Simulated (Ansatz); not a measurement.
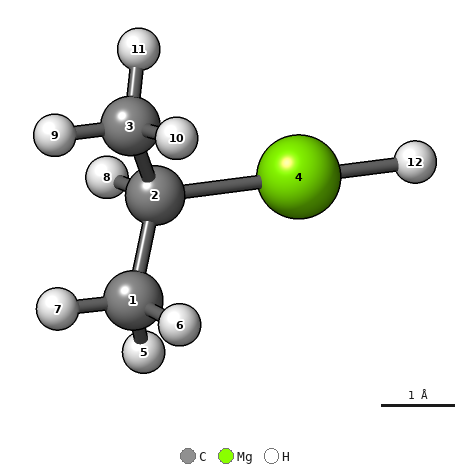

The structure as given in the input (ball-and-stick view, seen at a tilt; atoms are numbered from 1 in the order of the input). Sticks mark near contacts.

## Run report: C₃H₈Mg, single-point calculation

System: C₃H₈Mg, SMILES C[CH](C)[MgH].
Method: RKS PBE0-D4/def2-QZVPP (Ansatz 0.2.0).

The geometry comes from this level: PBE0-D4/def2-TZVP.

What the program printed:
```
Functional definition: PBE0
  name "PBE0"
  cite "Adamo & Barone, J. Chem. Phys. 110, 6158 (1999) doi:10.1063/1.478522"
  cite "Perdew, Burke & Ernzerhof, Phys. Rev. Lett. 77, 3865 (1996) doi:10.1103/PhysRevLett.77.3865"
  parent pbe
  parameter a = 0.25
  parameter kappa = 0.804
  parameter beta = 0.06672455060314922
  exchange = (1 - a)*pbe_x(kappa = kappa, mu = beta*pi^2/3) + a*exact_x
  correlation = pbe_c(beta = beta)
1401 factors; their error is unknown
mean field evaluation 1: about -8666.6314 eV, gradient 7.3e1 eV
mean field evaluation 2: about -8643.1961 eV, gradient 1.1e2 eV
mean field evaluation 4: about -8679.5416 eV, gradient 7.8e0 eV
mean field evaluation 8: about -8679.6711 eV, gradient 4.9e-2 eV
mean field evaluation 16: about -8679.7131 eV, gradient 1.6e-5 eV
mean field -8679.71309911 eV, -318.9735730714 hartree, gradient 1.6e-5 eV, S^2 0.000000; 0 other end points of the search recorded, 0 dependent functions left out
reference -8679.71314569 eV, -318.9735747831 hartree; 19, 19 occupied and 455, 455 virtual orbitals, 1401 factors
Total energy: -8679.88503712 eV, -318.9798916769 hartree
```

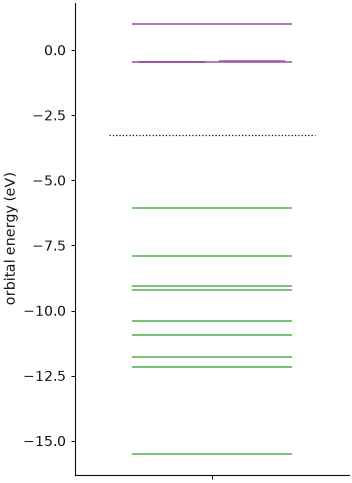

Orbital energies near the frontier; the dotted line parts filled from empty levels, and levels within 0.02 eV of each other stand side by side. Highest filled −6.05 eV, lowest empty −0.47 eV, 5.58 eV apart.

The run was set up as follows.

Input file:
```yaml
crystal:
  periodic: [false, false, false]
  atoms:
    - {symbol: C, position_ang: [-0.688308, 0.928888, -0.774531]}
    - {symbol: C, position_ang: [0.235973, -0.193834, -0.306282]}
    - {symbol: C, position_ang: [1.032498, 0.252332, 0.918687]}
    - {symbol: Mg, position_ang: [-0.783177, -2.021310, -0.000003]}
    - {symbol: H, position_ang: [-1.211750, 0.685615, -1.704859]}
    - {symbol: H, position_ang: [-1.454932, 1.167724, -0.028166]}
    - {symbol: H, position_ang: [-0.134587, 1.862816, -0.954950]}
    - {symbol: H, position_ang: [0.956548, -0.385012, -1.114980]}
    - {symbol: H, position_ang: [1.577847, 1.189522, 0.729878]}
    - {symbol: H, position_ang: [0.384683, 0.444589, 1.781928]}
    - {symbol: H, position_ang: [1.774501, -0.488538, 1.233697]}
    - {symbol: H, position_ang: [-1.612497, -3.497894, 0.253582]}
basis:
  gaussian: {orbitals: "def2-QZVPP.json"}
hamiltonian: {xc: pbe0, dispersion: d4}
output: {orbitals: {seedname: orbitals}}
```

Launched with:
```bash
ansatz run in.yaml --threads 4 --pin off --events-out ev --progress --plain --max-ram 10444MiB
```

Key numbers:

| quantity | value |
| --- | --- |
| outcome | converged |
| total energy | −8679.8850 eV |
| mean-field energy | −8679.7131 eV |
| dispersion energy | −0.1719 eV |
| SCF solution under orbital rotations | stable |
| HOMO | −6.05 eV |
| LUMO | −0.47 eV |
| hardware | 4 threads of Arm Neoverse V2, 23 GiB of memory available, shared host |
| wall time | 4.9 s (CPU time 18 s) |
| peak memory | 1.5 GiB |
